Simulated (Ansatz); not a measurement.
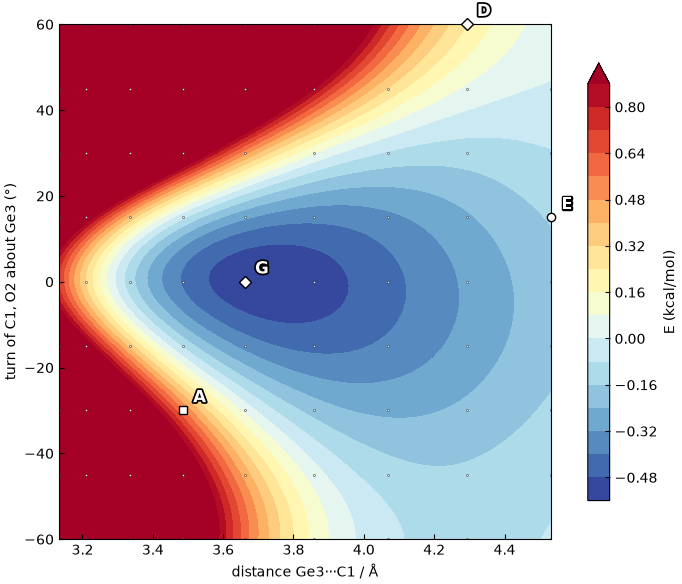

The pair CO···GeH₄. The turn is about an axis along (−0.87, −0.46, 0.19) in the frame of the relaxed pair, normal to the line between the partners. First axis: distance Ge3···C1. Second axis: turn of C1, O2 about Ge3. The scan uses a 9 × 9 grid. Points are written as (first, second). Energies are in kcal/mol, from the two partners far apart, frozen as in the relaxed pair, each in its own basis (no counterpoise correction). These are results of RKS B3LYP-D4/def2-TZVPD in Ansatz, not measurements.

Drawn: filled contours, dots at the grid points, one colour for all values above the top of the scale, lettered points. Between grid points the surface is interpolated.

### Is E the lowest point of the computed grid?

No. E lies 0.38 kcal/mol above the lowest grid point, which is at (3.663 Å, 0°).

### What kind of point is each of A, G: minimum, saddle, maximum or slope?

A: on a slope; G: minimum. (In these two coordinates alone; a stationary point may lie a little off the grid point.)

### Rank the lettered points by energy, lowest first.

G (−0.53 kcal/mol), E (−0.15 kcal/mol), D (0.24 kcal/mol), A (0.56 kcal/mol).
